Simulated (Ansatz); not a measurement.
Input

```
crystal:
  periodic: [false, false, false]
  atoms:
    - { symbol: Ge, position_ang: [0.073583, 0.612649, -0.368436] }
    - { symbol: H, position_ang: [0.722907, -0.556719, 2.045209] }
    - { symbol: Cl, position_ang: [1.825731, -0.653717, -0.682781] }
    - { symbol: H, position_ang: [-0.327295, 1.195758, -1.747231] }
    - { symbol: H, position_ang: [-1.036648, -0.207513, 0.321993] }
    - { symbol: Br, position_ang: [0.638694, 2.46932, 1.018219] }
    - { symbol: H, position_ang: [0.683428, 0.076221, 2.384928] }
basis:
  gaussian: { orbitals: def2-SVP }
hamiltonian:
  xc: blyp
  dispersion: d4
relax:
  f_tol: 0.03
  max_steps: 50
output:
  orbitals: {}
```

Run with:

```sh
ansatz run input.yaml --threads 2 --pin off --max-ram 3072MiB --backend cpu --events-out ev --progress --plain --runs-dir out
```

The fields are those of the run's last geometry, not of the input's.

These are results of RKS BLYP-D4/def2-SVP (Ansatz 0.2.0), not measurements.

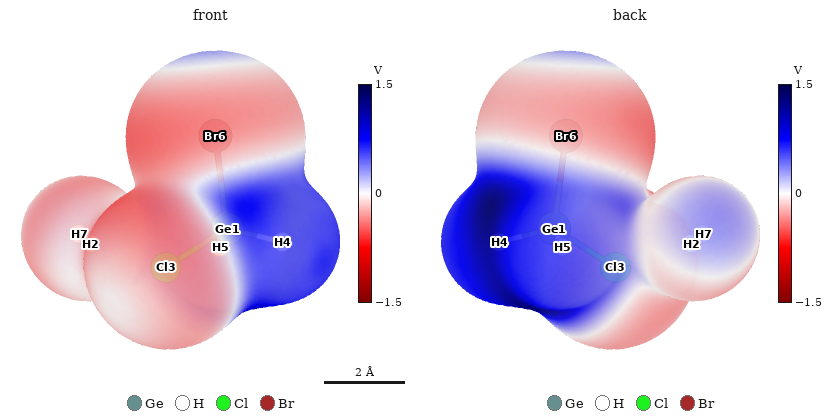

BrClGeH2···H2. The electrostatic potential painted on the density surface at 0.001 e/bohr³, seen from the front and from behind; the colour scale runs from red (negative) to blue (positive).

Which sites attract a positive test charge, and which a negative one?

A positive charge is drawn to the negative regions and a negative charge to the positive ones. The most negative region (about −0.5 V) lies over Cl3 and Br6, the most positive (about +1.3 V) over Ge1. Br6 shows a σ-hole: about +0.3 V at the tip opposite its bond, against about −0.3 V on its flanks.
